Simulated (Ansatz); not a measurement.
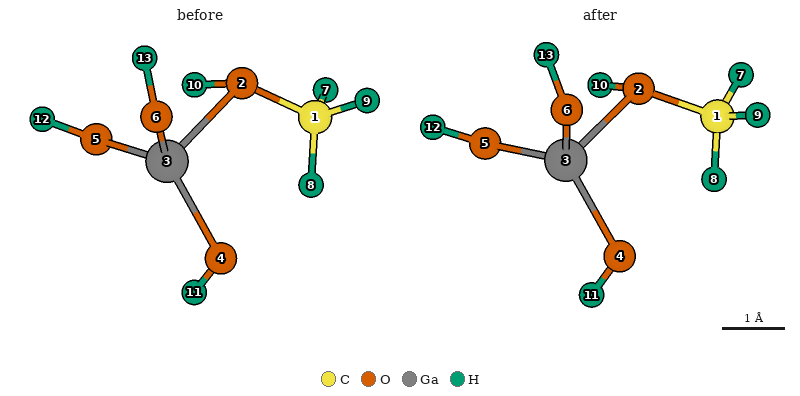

The structure of CH₇GaO₄ before (left) and after (right) a relaxation, at one scale.

Style: ball-and-stick. Shown at a tilt.

The start comes from PBE-D4/def2-SVP.

Method: Ansatz 0.2.0, RKS PBE0-D4/def2-TZVP. Set-up: force threshold 0.005 eV/Å; at most 150 steps.

Q: What changed between the two?

A: H7 moves most after the best rigid fit: 0.44 Å. Largest moves by element: H 0.44 Å, O 0.23 Å, Ga 0.06 Å, C 0.05 Å. Near-neighbour distances that change, for instance: O2–Ga3 2.130 → 2.089 Å, Ga3–O5 1.857 → 1.821 Å, O2–H10 0.998 → 0.968 Å, Ga3–O4 1.813 → 1.795 Å. Among the angles between lasting bonds that change: Ga3–O2–H10 84.0° → 97.3°, O2–Ga3–O5 79.2° → 85.2°, C1–O2–Ga3 118.4° → 121.3°. The energy falls by 2.37 kcal/mol in 13 geometry steps. The largest force component goes from 0.78 to 0.0032 eV/Å. The run took 97 s on 4 threads of Arm Neoverse V1 (shared host).
